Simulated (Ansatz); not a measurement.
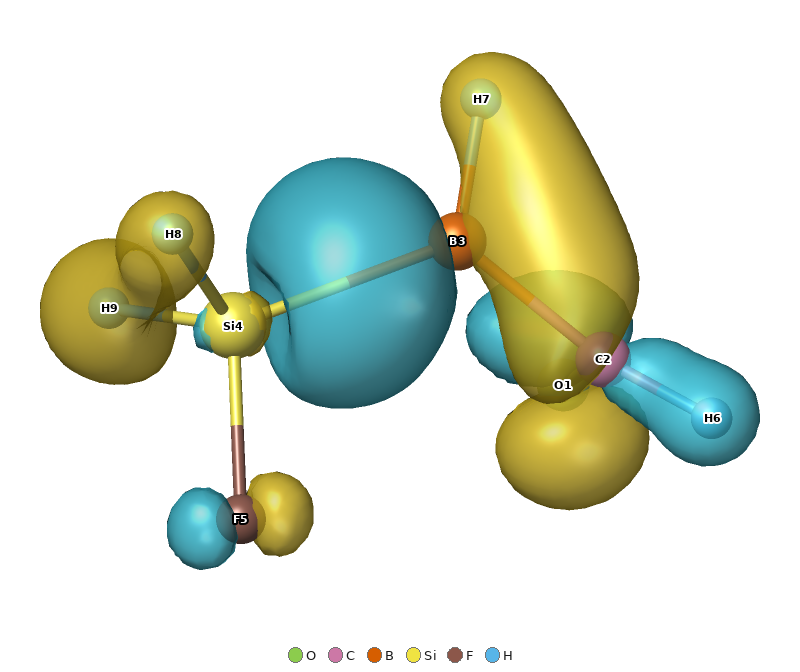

CH4BFOSi. The HOMO at ±0.15 Å⁻³ᐟ² (yellow and cyan are the two phases), seen at a tilt.

Geometry: PBE0-D4/def2-TZVP.

Computed with Ansatz 0.2.0, isolated molecule in a Gaussian basis; Hartree-Fock.

Input file:

```
crystal:
  periodic: [false, false, false]
  atoms:
    - {symbol: O, position_ang: [-0.789500, 0.780400, 1.703800]}
    - {symbol: C, position_ang: [-0.128300, 1.442100, 0.910400]}
    - {symbol: B, position_ang: [0.628100, 0.188700, 0.495800]}
    - {symbol: Si, position_ang: [-0.077200, -1.007600, -0.945000]}
    - {symbol: F, position_ang: [-1.360800, -0.349200, -1.659700]}
    - {symbol: H, position_ang: [-0.262400, 2.525000, 0.778500]}
    - {symbol: H, position_ang: [1.608700, -0.084900, 1.121700]}
    - {symbol: H, position_ang: [0.964000, -1.202600, -1.991900]}
    - {symbol: H, position_ang: [-0.494200, -2.338100, -0.430900]}
basis:
  gaussian: {orbitals: def2-SVP}
hamiltonian: {xc: hf}
accuracy: high
output: {forces: true, orbitals: {seedname: orbitals}}
```

Launched as:

```sh
ansatz run job.yaml --threads 1 --pin off --max-ram 2610MiB --events-out events.jsonl --progress --plain --runs-dir runs
```

What is the character of this orbital?

Its weight (Hirshfeld) is mainly on B3 (about 30 %), Si4 (about 25 %), O1 (about 15 %), C2 (about 10 %) and H9 (about 5 %). Its energy is −11.47 eV.
